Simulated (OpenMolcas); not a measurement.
**One shape, several levels: singlet CH2GeN−**

Wanted: a comparison of 6 runs (HF/STO-3G, B3LYP/6-31G*, M06-2X/def2-SVPD, PBE/def2-SVPD, TPSS/def2-SVPD) of singlet CH2GeN−. 

The calculation is run with OpenMolcas 26.06.

1 further run of the same task is left out (set aside as unsound or not needed).

**1. The structure to begin with**

CH2GeN− has 5 atoms, charge -1, and is taken as a singlet. SMILES of the parent species: `N#[C][GeH2]`. The shape is that of a PBE0-D4/def2-TZVP optimisation. That shape belongs to the parent species and isn't relaxed for this state.

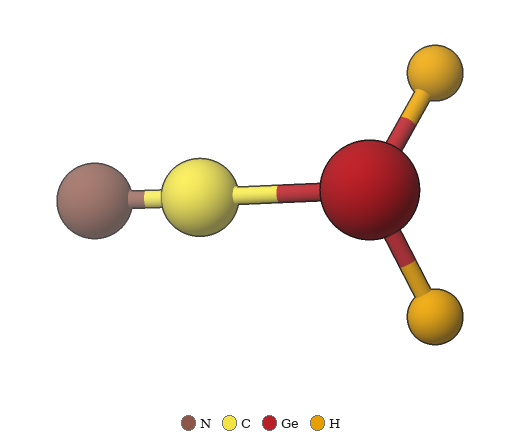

Viewed from a chosen angle; nitrogen brown, carbon yellow, germanium red, hydrogen amber.

**2. The energy at HF/STO-3G (run 1)**

Input file run.input:

```
* CH2GeN Hartree-Fock
&GATEWAY
BasLib=$CurrDir
Coord
5
angstrom
N        1.590700      -1.029300       1.293200
C        0.838400      -0.535900       0.570400
Ge      -0.315900       0.241400      -0.740100
H       -1.658900      -0.498000      -0.695900
H       -0.404300       1.748400      -0.468900
Basis=STO-3G
Group=NoSym
&SEWARD
&SCF
Charge=-1
Thresholds=1e-10 1e-07 1e-07 1e-05
PrOrbitals=1 1
```

The basis set STO-3G is read from a file made from the Basis Set Exchange's data (not shown).

Run with:

```sh
$ export MOLCAS_MEM=1860
$ pymolcas run.input > run.log
```

The program printed:

```text
--- Start Module: gateway ---
[...]
--- Stop Module: gateway /rc=_RC_ALL_IS_WELL_ ---
--- Start Module: seward ---
[...]
      Basis functions           30
--- Stop Module: seward /rc=_RC_ALL_IS_WELL_ ---
--- Start Module: scf ---
[...]
       Convergence after  17 Iterations
[...]
::    Total SCF energy                              -2143.8895578570
[...]
      Total spin, S                                     0.0000000000
[...]
      Total electronic charge=   48.000000
      Total            charge=   -1.000000
[...]
      Dipole Moment (debye):
      Origin of the operator (angstrom)=    0.0677   -0.0171   -0.3034
                   X= -2.0390E+00               Y=  1.1781E+00               Z= -3.8376E-01           Total=  2.3860E+00
      Center of Charge (angstrom)
[...]
--- Stop Module: scf /rc=_RC_ALL_IS_WELL_ ---
[...]
```

It took 1.4 s on 1 thread of AMD EPYC 9R45 (Zen 5), shared host; peak memory 0.37 GiB.

**3. The energy at B3LYP/6-31G(d) (spherical functions) (run 2)**

Input file run.inp:

```
* CH2GeN Kohn-Sham DFT

&GATEWAY
  BasLib = $CurrDir
  Coord
  5
  angstrom
  N        1.590700      -1.029300       1.293200
  C        0.838400      -0.535900       0.570400
  Ge      -0.315900       0.241400      -0.740100
  H       -1.658900      -0.498000      -0.695900
  H       -0.404300       1.748400      -0.468900
  Basis = 6-31Gs
  Group = NoSym

&SEWARD
  GridInput
  Grid=UltraFine
  End of Grid

&SCF
  Charge = -1
  KSDFT = B3LYP
  Thresholds = 1e-10 1e-07 1e-07 1e-05
  PrOrbitals = 1 1
```

The basis set 6-31G* is read from a file made from the Basis Set Exchange's data (not shown).

Run with:

```sh
$ export MOLCAS_MEM=1860
$ pymolcas run.inp > run.log
```

The program printed:

```text
--- Start Module: gateway ---
[...]
--- Stop Module: gateway /rc=_RC_ALL_IS_WELL_ ---
--- Start Module: seward ---
[...]
      Basis functions           64
--- Stop Module: seward /rc=_RC_ALL_IS_WELL_ ---
[...]
--- Start Module: scf ---
[...]
       Convergence after  20 Iterations
[...]
::    Total KS-DFT energy                           -2170.8172944874
[...]
      Total spin, S                                     0.0000000000
[...]
      Total electronic charge=   48.000000
      Total            charge=   -1.000000
[...]
      Dipole Moment (debye):
      Origin of the operator (angstrom)=    0.0677   -0.0171   -0.3034
                   X= -2.0671E+00               Y=  1.2284E+00               Z= -7.2733E-01           Total=  2.5121E+00
      Center of Charge (angstrom)
[...]
--- Stop Module: scf /rc=_RC_ALL_IS_WELL_ ---
[...]
```

Wall time 10 s (1 thread of AMD EPYC 9R45 (Zen 5), shared host); peak memory 0.4 GiB.

Runs 3 to 5 aren't shown in full; the table further down has their settings and results.

**4. A single-point energy at TPSS/def2-SVPD (run 6)**

Input file test.inp:

```
>>> EXPORT MOLCAS_PRINT=2
&GATEWAY
BasLib=$CurrDir
Coord
5
angstrom
N        1.590700      -1.029300       1.293200
C        0.838400      -0.535900       0.570400
Ge      -0.315900       0.241400      -0.740100
H       -1.658900      -0.498000      -0.695900
H       -0.404300       1.748400      -0.468900
Basis=def2-SVPD
Group=NoSym
&SEWARD
GridInput
Grid=UltraFine
End of Grid
&SCF
Charge=-1
KSDFT=2
1.0 MGGA_X_TPSS
1.0 MGGA_C_TPSS
Thresholds=1e-10 1e-07 1e-07 1e-05
PrOrbitals=1 1
```

The basis set def2-SVPD is read from a file made from the Basis Set Exchange's data (not shown).

Run with:

```sh
$ export MOLCAS_MEM=1860
$ pymolcas test.inp > test.log
```

The program printed:

```text
--- Start Module: gateway ---
[...]
--- Stop Module: gateway /rc=_RC_ALL_IS_WELL_ ---
--- Start Module: seward ---
[...]
      Basis functions           94
--- Stop Module: seward /rc=_RC_ALL_IS_WELL_ ---
[...]
--- Start Module: scf ---
[...]
       Convergence after  22 Iterations
[...]
::    Total KS-DFT energy                           -2170.7312319089
[...]
      Total spin, S                                     0.0000000000
[...]
      Total electronic charge=   48.000000
      Total            charge=   -1.000000
[...]
      Dipole Moment (debye):
      Origin of the operator (angstrom)=    0.0677   -0.0171   -0.3034
                   X= -2.0235E+00               Y=  1.2381E+00               Z= -1.0639E+00           Total=  2.5999E+00
      Center of Charge (angstrom)
[...]
--- Stop Module: scf /rc=_RC_ALL_IS_WELL_ ---
[...]
```

Wall time 30 s (1 thread of AMD EPYC 9R45 (Zen 5), shared host); peak memory 0.52 GiB.

**5. Overview of the runs**

```
run                               level  integration grid  Cartesian functions   energy (Eh)  HOMO energy (eV)  LUMO energy (eV)  HOMO–LUMO gap (eV)  wall time
  1                           HF/STO-3G                 –                   no  -2143.889558              3.00             16.53               13.53      1.4 s
  2  B3LYP/6-31G* (spherical functions)         UltraFine                   no  -2170.817294              0.61              5.65                5.05       10 s
  3  B3LYP/6-31G* (Cartesian functions)         UltraFine                  yes  -2170.825508              0.60              5.64                5.04       11 s
  4                    M06-2X/def2-SVPD         UltraFine                   no  -2170.699797             -0.68              4.81                5.49       25 s
  5                       PBE/def2-SVPD         UltraFine                   no  -2170.307307              1.09              3.91                2.82       23 s
  6                      TPSS/def2-SVPD         UltraFine                   no  -2170.731232              1.03              4.10                3.07       30 s
```

**6. Summary of results**

| quantity | value |
| --- | --- |
| run 6: total energy | -2170.73123 Eh |
| run 6: HOMO energy | 1.03 eV |
| run 6: LUMO energy | 4.10 eV |
| run 6: HOMO–LUMO gap (to an unbound level, set by the basis) | 3.07 eV |

The HOMO–LUMO gap runs from 2.82 eV (PBE/def2-SVPD) to 13.53 eV (HF/STO-3G). The two ends differ in method and basis. The empty levels of an anion lie above zero and hang on the basis. Totals of different functionals can't be ranked against each other. In runs 1, 2, 3, 5, 6 the HOMO lies above zero, so the outermost electron may be held by the basis alone. In run 1 the basis is minimal, so the values are rough. All runs together took 1.7 min, the longest 30 s.
